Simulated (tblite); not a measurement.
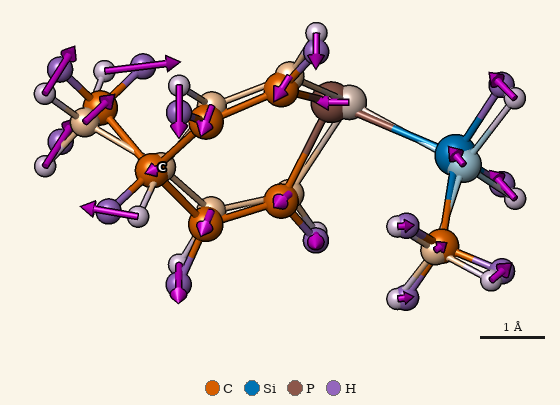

A relaxation of C₇H₁₃PSi. The starting structure is drawn faded, the final one solid; purple arrows show the displacements, 2 times their true length. The two geometries are superimposed by the best rigid fit.

The picture is a ball-and-stick view, seen from a free direction.

Level of theory: GFN2-xTB geometry optimisation, gas phase in tblite 0.8.0. 

### Which element moves most?

Hydrogen: up to 0.62 Å, against 0.38 Å for carbon.

### Describe the change and its energy.

The energy falls by 5.96 kcal/mol in 93 geometry steps. The largest move after the best rigid fit is that of an H atom, 0.62 Å. By element the largest moves are H 0.62 Å, C 0.38 Å, P 0.29 Å, Si 0.23 Å. Near-neighbour distances that change, for instance: C–Si 1.846 → 1.905 Å, C–P 1.849 → 1.804 Å, P–Si 2.214 → 2.255 Å, H–Si 1.503 → 1.468 Å. Among the angles between lasting bonds that change: C–C–C 129.0° → 123.8°, C–P–C 101.9° → 96.9°, C–C–C 128.4° → 123.7°. Groups turn about C–C by about 25°, C–C by about 25°.
